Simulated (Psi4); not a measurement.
# HF/3-21G run of BBr2Cl (dibromo(chloro)borane)

What is the vertical singlet–triplet gap of BBr2Cl (dibromo(chloro)borane) at HF/3-21G? Input form: a Python script.

The calculation is run with Psi4 1.11.

1 further run of the same task is left out (set aside as unsound or not needed).

### Step 1. The molecule

The species is BBr2Cl (4 atoms), meant as a singlet with charge 0. SMILES: `ClB(Br)Br`. The coordinates come from a PBE0-D4/def2-TZVP relaxation.

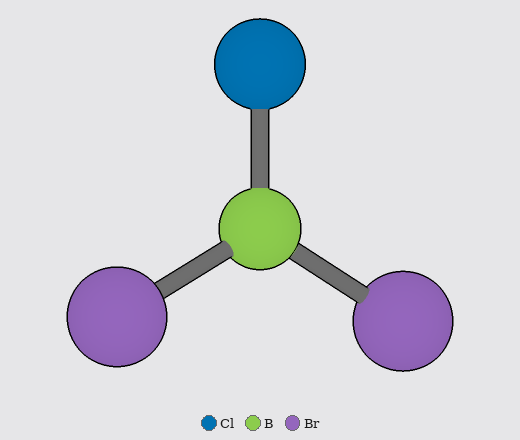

Viewed from a chosen angle; chlorine blue, boron green, bromine purple.

### Step 2. Energy and forces at HF/3-21G

The input, bbr2cl.xyz:

```xyz
4
BBr2Cl
Cl    -0.203300    -1.644940     0.633550
B     -0.004820    -0.039040     0.015030
Br     1.283490     1.123730     0.785650
Br    -1.075360     0.560270    -1.434250
```

The input, run.py:

```python
import psi4

psi4.set_memory('2200 MB')
psi4.set_num_threads(1)
psi4.core.set_output_file('run.log', False)

with open('bbr2cl.xyz') as f:
    atoms = ''.join(f.readlines()[2:])
mol = psi4.geometry('0 1\n' + atoms + 'symmetry c1\nno_reorient\nno_com')

psi4.set_options(dict(basis='3-21G', puream=True, e_convergence=1e-09, d_convergence=1e-08, scf_type='pk'))

energy_value, wavefunction = psi4.gradient('scf', return_wfn=True)
psi4.oeprop(wavefunction, 'WIBERG_LOWDIN_INDICES', 'MAYER_INDICES', 'QUADRUPOLE', title='SCF')
print('gradient / Eh bohr^-1')
print(energy_value.np.round(6))
print(f'energy = {wavefunction.energy():.10f} Eh')
```

Launch:

```bash
$ python run.py
```

run.log:

```text
[...]
  Running in c1 symmetry.
[...]
  Nuclear repulsion =  520.816737110010990
[...]
  Multiplicity = 1
[...]
  Nalpha       = 46
  Nbeta        = 46
[...]
    Number of basis functions: 66
[...]
   @RHF iter   1: -5601.84358335519391   -2.82540e+00   8.72047e-03 ADIIS/DIIS
[...]
   @RHF iter  11: -5602.02217256391123    1.81899e-12   1.17170e-09 DIIS
[...]
    Orbital Energies [Eh]
    ---------------------
    Doubly Occupied:
       1A   -486.804374     2A   -486.804264     3A   -104.135998
       4A    -64.813712     5A    -64.813609     6A    -58.001661
       7A    -58.001496     8A    -58.000179     9A    -58.000157
      10A    -58.000095    11A    -57.999965    12A    -10.533659
      13A     -9.808680    14A     -9.808671    15A     -7.996684
      16A     -7.992868    17A     -7.992464    18A     -7.748300
      19A     -7.389183    20A     -7.389182    21A     -7.381340
      22A     -7.381338    23A     -7.379971    24A     -7.379970
      25A     -3.118100    26A     -3.117929    27A     -3.115424
      28A     -3.114744    29A     -3.114166    30A     -3.112878
      31A     -3.105351    32A     -3.105347    33A     -3.105292
      34A     -3.105267    35A     -1.172596    36A     -1.069400
[...]
  @RHF Final Energy: -5602.02217256391123
   => Energetics <=
    Nuclear Repulsion Energy =            520.8167371100109904
    One-Electron Energy =               -8844.5384794985966437
    Two-Electron Energy =                2721.6995698246737447
    Total Energy =                      -5602.0221725639112265
[...]
  -Total Gradient:
     Atom            X                  Y                   Z
    ------   -----------------  -----------------  -----------------
       1        0.002681707943     0.021698310897    -0.008356797843
       2       -0.001134938551    -0.009190282844     0.003539470284
       3       -0.009279705248    -0.008286222458    -0.005596430776
       4        0.007732935746    -0.004221805573     0.010413758204
[...]
 Multipole Moments:
 ------------------------------------------------------------------------------------
     Multipole            Electronic (a.u.)      Nuclear  (a.u.)        Total (a.u.)
 ------------------------------------------------------------------------------------
 L = 1.  Multiply by 2.5417464519 to convert [e a0] to [Debye]
 Dipole X            :         -7.1630533            7.1891796            0.0261263
 Dipole Y            :        -57.9559670           58.1673197            0.2113527
 Dipole Z            :         22.3222441          -22.4036481           -0.0814040
 Magnitude           :                                                    0.2279894
 L = 2.  Multiply by 1.3450342976 to convert [e a0^2] to [Debye ang]
 Quadrupole XX       :       -394.3234467          352.9420540          -41.3813927
 Quadrupole XY       :       -125.7060262          125.2699812           -0.4360450
[...]
```

Standard output:

```text
gradient / Eh bohr^-1
[[ 0.002682  0.021698 -0.008357]
 [-0.001135 -0.00919   0.003539]
 [-0.00928  -0.008286 -0.005596]
 [ 0.007733 -0.004222  0.010414]]
energy = -5602.0221725639 Eh
```

It took 6.9 s on 1 thread of Intel Xeon at 2.50GHz (Skylake/Cascade Lake), shared host; peak memory 0.23 GiB.

### Step 3. The triplet at the same level

The input, calc.py:

```python
import psi4

psi4.set_memory('2200 MB')
psi4.set_num_threads(1)
psi4.set_output_file('bbr2cl.out', False)

m = psi4.geometry("""
0 3
Cl    -0.203300    -1.644940     0.633550
B     -0.004820    -0.039040     0.015030
Br     1.283490     1.123730     0.785650
Br    -1.075360     0.560270    -1.434250
units angstrom
symmetry c1
""")

psi4.set_options({
    'basis': '3-21G',
    'reference': 'uhf',
    'puream': True,
    'e_convergence': 1e-09,
    'd_convergence': 1e-08,
    'scf_type': 'pk',
    'maxiter': 100,
})

E = psi4.gradient("scf", molecule=m)
print('gradient / Eh bohr^-1')
print(E.np.round(6))
```

Launch:

```bash
$ python calc.py
```

bbr2cl.out:

```text
[...]
  Running in c1 symmetry.
[...]
  Nuclear repulsion =  520.816737110010990
[...]
  Multiplicity = 3
[...]
  Nalpha       = 47
  Nbeta        = 45
[...]
    Number of basis functions: 66
[...]
   @UHF iter   1: -5601.70319586238566   -2.68502e+00   7.20059e-03 DIIS/ADIIS
[...]
   @UHF iter  20: -5601.83008899644301    1.45519e-11   7.86018e-09 DIIS
[...]
   @S^2 Observed:                2.029189221E+00
[...]
    Orbital Energies [Eh]
    ---------------------
    Alpha Occupied:
       1A   -486.851370     2A   -486.851261     3A   -104.080156
       4A    -64.859086     5A    -64.858984     6A    -58.049729
       7A    -58.049542     8A    -58.045676     9A    -58.045568
      10A    -58.045134    11A    -58.045112    12A    -10.476729
      13A     -9.853833    14A     -9.853826    15A     -7.938325
      16A     -7.937710    17A     -7.936765    18A     -7.638844
      19A     -7.437314    20A     -7.437312    21A     -7.427787
      22A     -7.427784    23A     -7.422502    24A     -7.422500
      25A     -3.163608    26A     -3.162443    27A     -3.161975
      28A     -3.161325    29A     -3.155793    30A     -3.155493
      31A     -3.149768    32A     -3.149413    33A     -3.148929
      34A     -3.148645    35A     -1.142017    36A     -1.082209
[...]
  @UHF Final Energy: -5601.83008899644301
   => Energetics <=
    Nuclear Repulsion Energy =            520.8167371100109904
    One-Electron Energy =               -8842.9250815730902104
    Two-Electron Energy =                2720.2782554666359829
    Total Energy =                      -5601.8300889964430098
  UHF NO Occupations:
  HONO-2 :   45  A 1.9916358
  HONO-1 :   46  A 1.0000000
[...]
 Multipole Moments:
 ------------------------------------------------------------------------------------
     Multipole            Electronic (a.u.)      Nuclear  (a.u.)        Total (a.u.)
 ------------------------------------------------------------------------------------
 L = 1.  Multiply by 2.5417464519 to convert [e a0] to [Debye]
 Dipole X            :          0.8549049           -0.7122285            0.1426764
 Dipole Y            :          6.9172122           -5.7627582            1.1544540
 Dipole Z            :         -2.6641661            2.2195378           -0.4446283
 Magnitude           :                                                    1.2453172
[...]
  -Total Gradient:
     Atom            X                  Y                   Z
    ------   -----------------  -----------------  -----------------
       1        0.005698675392     0.046105173323    -0.017757736458
       2        0.002119535655     0.017154019915    -0.006605307232
       3       -0.020399594990    -0.035568993584    -0.003337425312
       4        0.012581384172    -0.027690199814     0.027700469157
[...]
```

Standard output:

```text
gradient / Eh bohr^-1
[[ 0.005699  0.046105 -0.017758]
 [ 0.00212   0.017154 -0.006605]
 [-0.0204   -0.035569 -0.003337]
 [ 0.012581 -0.02769   0.0277  ]]
```

Wall time 9.3 s (1 thread of Intel Xeon at 2.50GHz (Skylake/Cascade Lake), shared host); peak memory 0.23 GiB.

### Step 4. What came out

At HF/3-21G:

| quantity | value |
| --- | --- |
| singlet: total energy | -5602.02217 Eh |
| singlet: dipole moment | 0.58 D |
| singlet: HOMO energy | -11.39 eV |
| singlet: LUMO energy | 1.51 eV |
| singlet: HOMO–LUMO gap | 12.90 eV |
| singlet: largest force on an atom | 1.204 eV/Å |
| triplet: total energy | -5601.83009 Eh |
| triplet: dipole moment | 3.17 D |
| triplet: HOMO energy (highest over α and β) | -6.62 eV |
| triplet: LUMO energy (lowest over α and β) | -4.21 eV |
| triplet: ⟨S²⟩ | 2.029 |
| triplet: largest force on an atom | 2.557 eV/Å |
| vertical energy of the triplet above the singlet | 5.227 eV |

At this shape the triplet lies 5.23 eV (504 kJ/mol) above the singlet. The largest force (singlet) is 1.20 eV/Å: the shape isn't a stationary point for this species at this level.
